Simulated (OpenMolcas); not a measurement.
Excited-state calculation, with input and output: AlH2SO (part 3 of 3)

The same run, continued: AlH2SO, multiplicity 2; CASPT2/ANO-L-VDZP (OpenMolcas 26.06). The run did not end well. The geometry comes from this level: GFN2-xTB. The settings of this run were made unusual or wrong on purpose.

Geometry of the input (Å):
```
O  -1.1260  -0.8479  -0.0194
Al 0.5058  -0.8964  -0.2213
S  1.8675  0.8997  -0.0542
H  -2.0672  -0.8333  0.1048
H  0.8199  1.6780  0.1901
```

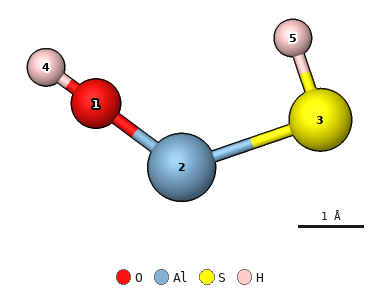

*The structure (ball-and-stick view, seen on its broad side; atoms are numbered from 1 in the order of the input). Sticks mark near contacts.*

Log, continued
```
                O1      AL2     S3      H4      H5
      Total    0.0010  0.8243  0.1557  0.0095  0.0095

      Total electronic spin=    1.000000
--

      LoProp population analysis for root number:  4
      -----------------------------------------------

++    LoProp analysis:
      ----------------

++    Static properties:
      ------------------

      LoProp Charges per center

                   O1       AL2      S3       H4       H5
      Nuclear      8.0000  13.0000  16.0000   1.0000   1.0000
      Electronic  -8.9058 -12.7684 -15.7827  -0.6441  -0.8991

      Total       -0.9058   0.2316   0.2173   0.3559   0.1009
--

      Natural Bond Order analysis for root number:  4

++    Natural Bond Order analysis
      ---------------------------
      Based on LoProp computed density
      -------------------------------------------------------------------------------------
      Atom A       Atom B       Bond Order
      -------------------------------------------------------------------------------------
      NBO located      0.999 non-bonded electrons on atom O1
      NBO located      0.995 non-bonded electrons on atom O1
      NBO located      0.991 non-bonded electrons on atom O1
      NBO located      0.915 non-bonded electrons on atom AL2
      NBO located      0.986 non-bonded electrons on atom AL2
      NBO located      0.996 non-bonded electrons on atom AL2
      NBO located      1.000 non-bonded electrons on atom AL2
      NBO located      0.999 non-bonded electrons on atom AL2
      NBO located      0.999 non-bonded electrons on atom AL2
      NBO located      0.995 non-bonded electrons on atom S3
      NBO located      1.000 non-bonded electrons on atom S3
      NBO located      1.000 non-bonded electrons on atom S3
      NBO located      1.000 non-bonded electrons on atom S3
      NBO located      1.000 non-bonded electrons on atom S3
      The remaining    6.412 electrons are to be considered as diffuse
--

--

      Von Neumann Entropy (Root   5) =  1.31320

      Mulliken population analysis for root number:  5
      -----------------------------------------------

++    Molecular charges:
      ------------------

      Mulliken charges per centre
      ---------------------------

                O1      AL2     S3      H4      H5
      Total    8.6701 12.5096 15.8643  1.0031  0.9529

      N-E     -0.6701  0.4904  0.1357 -0.0031  0.0471

      Total electronic charge=   39.000000

      Total            charge=   -0.000000
--

      Expectation values of various properties for root number:  5
      -----------------------------------------------------------

++    Molecular properties:
      ---------------------

      Charge (e):
                      =   -0.0000
      Dipole Moment (debye):
      Origin of the operator (angstrom)=    0.7028   -0.1057   -0.1003
                   X= -4.6302E-01               Y=  3.4138E+00               Z=  9.3196E-01           Total=  3.5689E+00
      Quadrupole Moment (debye*angstrom):
      Origin of the operator (angstrom)=    0.7028   -0.1057   -0.1003
                  XX= -2.9899E+01              XY=  6.1881E-01              XZ= -1.0814E+00              YY= -3.7017E+01
                  YZ= -1.3427E-01              ZZ= -3.7593E+01
      In traceless form (debye*angstrom)
                  XX=  7.4064E+00              XY=  9.2821E-01              XZ= -1.6221E+00              YY= -3.2712E+00
                  YZ= -2.0140E-01              ZZ= -4.1353E+00
--

      Mulliken spin population analysis for root number:  5
      ---------------------------------------------------

++    Molecular charges:
      ------------------

      Mulliken spin population per centre
      ---------------------------

                O1      AL2     S3      H4      H5
      Total    0.0024  0.6874  0.2930  0.0106  0.0066

      Total electronic spin=    1.000000
--

      LoProp population analysis for root number:  5
      -----------------------------------------------

++    LoProp analysis:
      ----------------

++    Static properties:
      ------------------

      LoProp Charges per center

                   O1       AL2      S3       H4       H5
      Nuclear      8.0000  13.0000  16.0000   1.0000   1.0000
      Electronic  -8.8938 -12.5459 -16.0143  -0.6439  -0.9020

      Total       -0.8938   0.4541  -0.0143   0.3561   0.0980
--

      Natural Bond Order analysis for root number:  5

++    Natural Bond Order analysis
      ---------------------------
      Based on LoProp computed density
      -------------------------------------------------------------------------------------
      Atom A       Atom B       Bond Order
      -------------------------------------------------------------------------------------
      NBO located      1.000 non-bonded electrons on atom O1
      NBO located      0.998 non-bonded electrons on atom O1
      NBO located      0.992 non-bonded electrons on atom O1
      NBO located      0.916 non-bonded electrons on atom AL2
      NBO located      0.985 non-bonded electrons on atom AL2
      NBO located      1.000 non-bonded electrons on atom AL2
      NBO located      0.999 non-bonded electrons on atom AL2
      NBO located      0.999 non-bonded electrons on atom AL2
      NBO located      0.996 non-bonded electrons on atom AL2
      NBO located      0.995 non-bonded electrons on atom S3
      NBO located      1.000 non-bonded electrons on atom S3
      NBO located      1.000 non-bonded electrons on atom S3
      NBO located      1.000 non-bonded electrons on atom S3
      NBO located      1.000 non-bonded electrons on atom S3
      The remaining    6.382 electrons are to be considered as diffuse
--

--

      Von Neumann Entropy (Root   6) =  1.44845

      Mulliken population analysis for root number:  6
      -----------------------------------------------

++    Molecular charges:
      ------------------

      Mulliken charges per centre
      ---------------------------

                O1      AL2     S3      H4      H5
      Total    8.6731 12.8422 15.5480  0.9960  0.9407

      N-E     -0.6731  0.1578  0.4520  0.0040  0.0593

      Total electronic charge=   39.000000

      Total            charge=   -0.000000
--

      Expectation values of various properties for root number:  6
      -----------------------------------------------------------

++    Molecular properties:
      ---------------------

      Charge (e):
                      =   -0.0000
      Dipole Moment (debye):
      Origin of the operator (angstrom)=    0.7028   -0.1057   -0.1003
                   X=  7.1534E-01               Y=  5.4509E+00               Z= -1.0719E+00           Total=  5.6012E+00
      Quadrupole Moment (debye*angstrom):
      Origin of the operator (angstrom)=    0.7028   -0.1057   -0.1003
                  XX= -2.9900E+01              XY=  2.3164E+00              XZ= -2.1607E+00              YY= -3.6348E+01
                  YZ=  3.5435E+00              ZZ= -4.0147E+01
      In traceless form (debye*angstrom)
                  XX=  8.3481E+00              XY=  3.4745E+00              XZ= -3.2410E+00              YY= -1.3251E+00
                  YZ=  5.3153E+00              ZZ= -7.0230E+00
--

      Mulliken spin population analysis for root number:  6
      ---------------------------------------------------

++    Molecular charges:
      ------------------

      Mulliken spin population per centre
      ---------------------------

                O1      AL2     S3      H4      H5
      Total    0.0015  0.1227  0.8563  0.0047  0.0149

      Total electronic spin=    1.000000
--

      LoProp population analysis for root number:  6
      -----------------------------------------------

++    LoProp analysis:
      ----------------

++    Static properties:
      ------------------

      LoProp Charges per center

                   O1       AL2      S3       H4       H5
      Nuclear      8.0000  13.0000  16.0000   1.0000   1.0000
      Electronic  -8.9158 -12.7959 -15.7513  -0.6391  -0.8978

      Total       -0.9158   0.2041   0.2487   0.3609   0.1022
--

      Natural Bond Order analysis for root number:  6

++    Natural Bond Order analysis
      ---------------------------
      Based on LoProp computed density
      -------------------------------------------------------------------------------------
      Atom A       Atom B       Bond Order
      -------------------------------------------------------------------------------------
      NBO located      0.999 non-bonded electrons on atom O1
      NBO located      0.994 non-bonded electrons on atom O1
      NBO located      0.985 non-bonded electrons on atom O1
      NBO located      0.953 non-bonded electrons on atom AL2
      NBO located      0.986 non-bonded electrons on atom AL2
      NBO located      0.996 non-bonded electrons on atom AL2
      NBO located      1.000 non-bonded electrons on atom AL2
      NBO located      0.999 non-bonded electrons on atom AL2
      NBO located      0.999 non-bonded electrons on atom AL2
      NBO located      0.917 non-bonded electrons on atom S3
      NBO located      0.995 non-bonded electrons on atom S3
      NBO located      1.000 non-bonded electrons on atom S3
      NBO located      1.000 non-bonded electrons on atom S3
      NBO located      1.000 non-bonded electrons on atom S3
      NBO located      0.999 non-bonded electrons on atom S3
      The remaining    5.482 electrons are to be considered as diffuse
--

--

      Average orbitals are written to the RASORB file
      Natural orbitals for root   1 are written to the RASORB.1 file
      Natural orbitals for root   2 are written to the RASORB.2 file
      Natural orbitals for root   3 are written to the RASORB.3 file
      Natural orbitals for root   4 are written to the RASORB.4 file
      Natural orbitals for root   5 are written to the RASORB.5 file
      Natural orbitals for root   6 are written to the RASORB.6 file
      Spin density orbitals for root   1 are written to the SPDORB.1 file
      Spin density orbitals for root   2 are written to the SPDORB.2 file
      Spin density orbitals for root   3 are written to the SPDORB.3 file
      Spin density orbitals for root   4 are written to the SPDORB.4 file
      Spin density orbitals for root   5 are written to the SPDORB.5 file
      Spin density orbitals for root   6 are written to the SPDORB.6 file

--- Stop Module: rasscf /rc=_RC_ALL_IS_WELL_ ---
           step11.rasscf.molden.6 step11.LoProp.molden step11.RasOrb step11.RasOrb.1 step11.RasOrb.2 step11.RasOrb.3 step11.RasOrb.4 step11.RasOrb.5 step11.RasOrb.6
           step11.rasscf.h5 step11.SpdOrb.1 step11.SpdOrb.2 step11.SpdOrb.3 step11.SpdOrb.4 step11.SpdOrb.5 step11.SpdOrb.6 xmldump
--- Module rasscf spent 2 seconds ---

--- Start Module: caspt2 ---

                                              &CASPT2

                       available to each process: 1.9 GB of memory, 1 thread

++    Wave function specifications:
      -----------------------------

      Number of closed shell electrons          18
      Number of electrons in active shells       5
      Max number of holes in RAS1 space          0
      Max number of electrons in RAS3 space      0
      Number of inactive orbitals                9
      Number of active orbitals                  4
      Number of secondary orbitals              39
      Spin quantum number                      0.5
      State symmetry                             1
      Number of CSFs                            20
      Number of CASSCF root(s) available         6
      CASPT2 state passed to geometry opt.       6
      A file JOBMIX will be created
      This is a MULTI-STATE CASSCF reference
      Number of CI roots used                    6
      These are:                                 1   2   3   4   5   6
      Off-diagonal elements of Heff are computed
--

++    Orbital specifications:
      -----------------------

      Symmetry species                           1
                                                 a
      Frozen orbitals                            8
      Inactive orbitals                          9
      Active orbitals                            4
      Secondary orbitals                        39
      Deleted orbitals                           0
      Number of basis functions                 60
--

++    CASPT2 specifications:
      ----------------------

      Type of calculation                        MS-CASPT2
      Fock operator                              state-specific
      IPEA shift                                 0.25
      Real shift                                 0.00
      Imaginary shift                            0.00
      The input orbitals will be transformed to quasi-canonical
--

--------------------------------------------------------------------------------
 Estimated memory requirements:
  POLY3 :                   250840
  RHS:                      331016
  SIGMA :                   362320
  PRPCTL:                        0
 Available workspace:    232487578

++ CASPT2 computation for group   1

********************************************************************************
 Multi-State initialization phase begins for group   1
--------------------------------------------------------------------------------
********************************************************************************
 Compute H0 matrices for state    1
--------------------------------------------------------------------------------
--------------------------------------------------------------------------------
 H0 matrices have been computed.

********************************************************************************
  CASPT2 EQUATION SOLUTION
--------------------------------------------------------------------------------

  Total nr of CASPT2 parameters:
   Before reduction:      156384
   After  reduction:      154479

 Variance of |WF0>:       1.2561932040

 The contributions to the second order correlation energy in atomic units.
-----------------------------------------------------------------------------------------------------------------------------
  IT.      VJTU        VJTI        ATVX        AIVX        VJAI        BVAT        BJAT        BJAI        TOTAL       RNORM
-----------------------------------------------------------------------------------------------------------------------------
   1    -0.000627   -0.000425   -0.023557   -0.013578   -0.012950   -0.046289   -0.062722   -0.238232   -0.398380    0.002122

  NOT CONVERGED AFTER MAX ITERATIONS.
-----------------------------------------------------------------------------------------------------------------------------

  FINAL CASPT2 RESULT:

      Reference energy:        -715.5704278193
      E2 (Non-variational):      -0.3983804095
      E2 (Variational):          -0.3986830661
      Total energy:            -715.9691108854
      Residual norm:              0.0021220266
      Reference weight:           0.85270

      Contributions to the CASPT2 correlation energy
      Active & Virtual Only:         -0.0698458395
      One Inactive Excited:          -0.0769271582
      Two Inactive Excited:          -0.2516074119

++ Denominators, etc.
--------------------------------------------------------------------------------------------------------------
 Report on small energy denominators, large coefficients, and large energy contributions.
CASE  SYMM ACTIVE-MIX  NON-ACTIVE INDICES          DENOMINATOR     RHS VALUE       COEFFICIENT     CONTRIBUTION
ATVX     1  Mu1.0001  Se1.022                       0.28591472     -0.01607610      0.05445637     -0.00087545
ATVX     1  Mu1.0001  Se1.023                       0.27726175      0.00490601     -0.01721702     -0.00008447
ATVX     1  Mu1.0001  Se1.026                       0.39668807     -0.02125070      0.05192503     -0.00110344
ATVX     1  Mu1.0001  Se1.027                       0.41822882      0.01110426     -0.02618803     -0.00029080
ATVX     1  Mu1.0001  Se1.029                       0.49115601      0.03720300     -0.07264246     -0.00270252
ATVX     1  Mu1.0003  Se1.031                       0.81712205      0.02469088     -0.02589785     -0.00063944
ATVX     1  Mu1.0002  Se1.035                       0.85980551      0.03794012     -0.03704181     -0.00140537
ATVX     1  Mu1.0001  Se1.037                       0.75645577     -0.02053001      0.02603524     -0.00053450
ATVX     1  Mu1.0001  Se1.039                       0.87444567     -0.02460370      0.02641555     -0.00064992
BVATP    1  Mu1.0003  Se1.035 Se1.035               1.61848636     -0.05048713      0.03005745     -0.00151751
BVATP    1  Mu1.0003  Se1.036 Se1.036               1.90240333     -0.05512336      0.02897461     -0.00159718
BJATM    1  Mu1.0002  In1.015 Se1.036 Se1.026       1.65539836      0.04368137     -0.02636405     -0.00115162
BJATM    1  Mu1.0002  In1.015 Se1.038 Se1.036       2.09986933      0.05333229     -0.02543229     -0.00135636
BJAIM    1  Se1.054 In1.016 Se1.054 In1.017         5.38125467      0.14814519     -0.02752867     -0.00407824
--
++ Multi-State CASPT2 section:
********************************************************************************
  MULTI-STATE CASPT2 SECTION
--------------------------------------------------------------------------------

 ###############################################################################
 ###    Location: AixWr                                                      ###
 ###    File: RUNFILE                                                        ###
 ###    Premature abort while writing buffer to disk: Disk full?             ###
 ###############################################################################

--- Stop Module: caspt2 /rc=-6 ---

.########################.
.# Non-zero return code #.
.########################.

    Timing: Wall=5.53 User=4.75 System=0.76
```

What the run reported

| quantity | value |
| --- | --- |
| outcome | ended with an error |
| basis functions | 60 |
| hardware | 1 thread of Arm Neoverse V1, 24 GiB of memory available, shared host |
| wall time | 6 s |
| peak memory | 0.086 GiB |

What went wrong

Some settings of this run were drawn to be unusual or wrong (piter set to 1 (from default)). The run ended with an error.
